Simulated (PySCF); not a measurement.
```yaml
atoms:
  - { symbol: C, position_ang: [-0.6343, 2.6105, 1.7166] }
  - { symbol: C, position_ang: [-1.0091, 1.9255, 0.6510] }
  - { symbol: C, position_ang: [-0.5686, 0.5387, 0.3488] }
  - { symbol: C, position_ang: [-1.6105, -0.2549, -0.3499] }
  - { symbol: C, position_ang: [-1.7523, -1.6835, 0.1030] }
  - { symbol: O, position_ang: [-2.2540, 0.1990, -1.2790] }
  - { symbol: Si, position_ang: [0.8459, 0.6743, -0.9710] }
  - { symbol: O, position_ang: [0.1733, 1.0661, -2.3863] }
  - { symbol: N, position_ang: [1.5858, -0.8851, -1.0958] }
  - { symbol: Si, position_ang: [2.4920, -1.7807, 0.0834] }
  - { symbol: H, position_ang: [0.0329, 2.1928, 2.4533] }
  - { symbol: H, position_ang: [-0.9781, 3.6139, 1.8977] }
  - { symbol: H, position_ang: [-1.6782, 2.3597, -0.0795] }
  - { symbol: H, position_ang: [-0.2056, 0.0359, 1.2420] }
  - { symbol: H, position_ang: [-2.0160, -1.7160, 1.1582] }
  - { symbol: H, position_ang: [-0.7947, -2.1855, -0.0257] }
  - { symbol: H, position_ang: [-2.5164, -2.1919, -0.4799] }
  - { symbol: H, position_ang: [1.7553, 1.7481, -0.5930] }
  - { symbol: H, position_ang: [-0.7873, 1.0043, -2.4452] }
  - { symbol: H, position_ang: [1.7796, -1.1465, -2.0500] }
  - { symbol: H, position_ang: [2.5787, -3.1403, -0.4511] }
  - { symbol: H, position_ang: [3.8266, -1.2139, 0.2995] }
  - { symbol: H, position_ang: [1.7302, -1.7435, 1.3324] }
```

Geometry: GFN2-xTB.

Computed with PySCF, PBE0/pcSseg-1, SCF density, gas phase, non-relativistic.

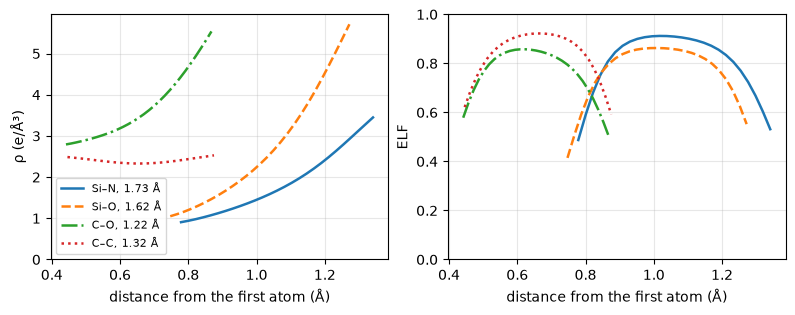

C$_{5}$H$_{13}$NO$_{2}$Si$_{2}$. Electron density and electron localisation function along straight lines between neighbouring atoms. The curves leave out the atomic cores.

Question: What kind of bonding do the profiles show?

Answer: Si–N (1.73 Å): ρ is about 1.1 e/Å³ halfway; the ELF peaks at about 0.90 between the atoms; a shared but strongly polarised pair.
Si–O (1.62 Å): the density is about 1.2 e/Å³ at the midpoint; the ELF peaks at about 0.85 between the atoms, as expected for a polar covalent bond.
C–O (1.22 Å): ρ at the midpoint is about 3.2 e/Å³; the ELF peaks at about 0.85 between the atoms (a multiple bond).
C–C (1.32 Å): ρ at the midpoint is about 2.3 e/Å³; the ELF peaks at about 0.90 between the atoms (a multiple bond).
